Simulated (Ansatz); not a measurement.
System: C5H4FNSi.

The calculation's input:

```
crystal:
  periodic: [false, false, false]
  atoms:
    - {symbol: C, position_ang: [-0.437766, 0.247638, 1.174699]}
    - {symbol: C, position_ang: [1.636498, -0.960027, -0.776786]}
    - {symbol: C, position_ang: [1.927615, -2.268368, -0.612950]}
    - {symbol: C, position_ang: [0.810821, -3.171611, -0.193051]}
    - {symbol: C, position_ang: [-0.403320, -2.609795, -0.009820]}
    - {symbol: F, position_ang: [-1.117978, -0.146324, -1.481880]}
    - {symbol: "N", position_ang: [-0.593523, 0.885317, 2.132147]}
    - {symbol: Si, position_ang: [-0.164740, -0.793359, -0.338459]}
    - {symbol: H, position_ang: [2.376454, -0.214496, -1.069708]}
    - {symbol: H, position_ang: [2.926224, -2.690451, -0.767231]}
    - {symbol: H, position_ang: [1.012721, -4.238058, -0.047775]}
    - {symbol: H, position_ang: [-1.281926, -3.173328, 0.305833]}
basis:
  gaussian:
    orbitals: def2-SVPD
hamiltonian:
  xc: pbe0
output:
  forces: true
  orbitals: {seedname: orbitals}
```

Launched as:

```sh
ansatz run input.yaml --threads 2 --pin off --max-ram 5220MiB --events-out events.jsonl --progress --plain --runs-dir runs
```

Geometry: B3LYP-D3(BJ)/def2-SVP.

The calculation used isolated molecule in a Gaussian basis; Kohn-Sham density functional theory, functional PBE0 in Ansatz.

### Predict the electron density and electron localisation function between the atoms.

C–C (1.35 Å): ρ at the midpoint is about 2.2 e/Å³; the ELF peaks at about 0.95 between the atoms: localised, covalent bonding.
C–Si (1.86 Å): the density is about 0.99 e/Å³ at the midpoint; the ELF peaks at about 0.95 between the atoms: a shared electron pair.
C–H (1.09 Å): the density is about 1.9 e/Å³ at the midpoint; the ELF climbs to about 1 towards the hydrogen, as it does in any bond to H: a covalent bond by its length.
C–C (1.50 Å): ρ is about 1.7 e/Å³ halfway; the ELF peaks at about 0.95 between the atoms; a shared electron pair.

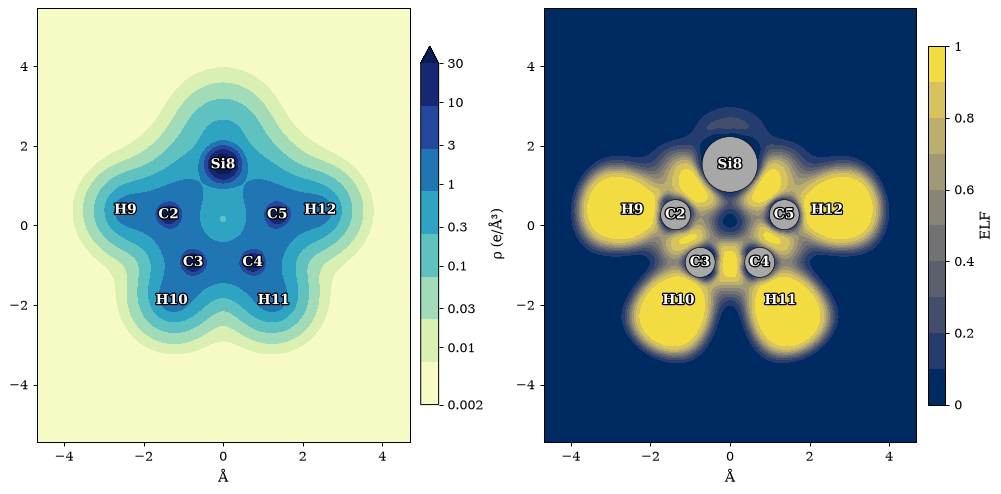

Computed electron density and electron localisation function on the plane of atoms C2, Si8 and C5, in this order. Grey discs cover the atomic cores in the ELF map. 
